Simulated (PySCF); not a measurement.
C2H5N, SMILES `C=CN`.

PySCF calculation, ωB97X/def2-SVP, gas phase; geometry: GFN2-xTB. No frequency check shows the geometry to be a minimum.

The calculation's input:

```python
import numpy as np
from pyscf import gto, scf, dft
from pyscf.scf import atom_ks, atom_hf
from scipy.linalg import block_diag

def solve(mol, dm0=None, hcore=None):
    mf = (dft.UKS if mol.spin else dft.RKS)(mol, xc='wb97x')
    mf.grids.level = 3
    mf = mf.density_fit(auxbasis='def2-universal-jkfit')
    mf.conv_tol, mf.max_cycle = 1e-8, 80
    if hcore is not None:
        mf.get_hcore = lambda *args: hcore
    mf.kernel(dm0)
    if not mf.converged:
        mf = mf.newton().run(mf.mo_coeff, mf.mo_occ, max_cycle=30)
    assert mf.converged, 'SCF not converged'
    return mf

mol = gto.M(atom='''
C      1.23270    -0.19621     0.01481
C      0.06848     0.43952     0.00219
N     -1.16889    -0.17240    -0.08227
H      1.28808    -1.27164     0.02603
H      2.16260     0.33920    -0.00306
H      0.02299     1.52033    -0.01577
H     -1.16218    -1.16121     0.12081
H     -1.93639     0.32023     0.34588
''', basis='def2-svp', charge=0, spin=0, verbose=4)
mf = solve(mol)
out = dict(e0=mf.e_tot, dm0=mf.make_rdm1(), c=mf.mo_coeff, occ=mf.mo_occ, eps=mf.mo_energy)
for name, dq, spin in [('cation', 1, 1), ('anion', -1, 1)]:
    ion = mol.copy().set(charge=mol.charge + dq, spin=spin).build()
    mi = solve(ion)
    if spin and dq > 0 and mol.nao < 130:
        c, _, stable, _ = mi.stability(return_status=True)
        if not stable:
            mi = solve(ion, mi.make_rdm1(c, mi.mo_occ))
    print(name, 'vertical energy change / eV', (mi.e_tot - mf.e_tot) * 27.211386)
    out.update({'e_' + name: mi.e_tot, 'dm_' + name: mi.make_rdm1(), 's2_' + name: mi.spin_square()[0], 'eps_' + name: mi.mo_energy, 'occ_' + name: mi.mo_occ})
# spherically averaged free atoms, for the promolecule
atm = atom_ks.get_atm_nrks(mol, xc='wb97x')
pro = block_diag(*[(atm[a[0]][2] * atm[a[0]][3]) @ atm[a[0]][2].T for a in mol._atom])
np.savez('result.npz', pro=pro, **out)
```

Run with:

```sh
OMP_NUM_THREADS=1 python input.py
```

The run took 73 s on 1 thread of Arm Neoverse V1, with other jobs on the host, peak memory 0.4 GiB.

Partitions, critical points and surface values were worked out afterwards from this run's density.

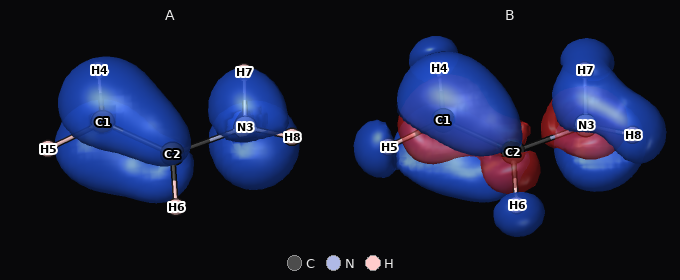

The Fukui function f⁻ from two separate SCF calculations and the density of the HOMO, at ±0.03 e/Å³ (blue positive, red negative).

**Which panel is which, and how good is the frozen-orbital picture?**

B is f⁻ (it has negative regions), A the HOMO density. The HOMO lies on C1 (37 %), N3 (32 %) and C2 (18 %); f⁻ (Hirshfeld-condensed) is largest on C1 (0.27) and N3 (0.22); the vertical ionisation energy is 8.32 eV. Relaxation shifts 25 % of the electron between atoms. The orbital energy is −8.17 eV.
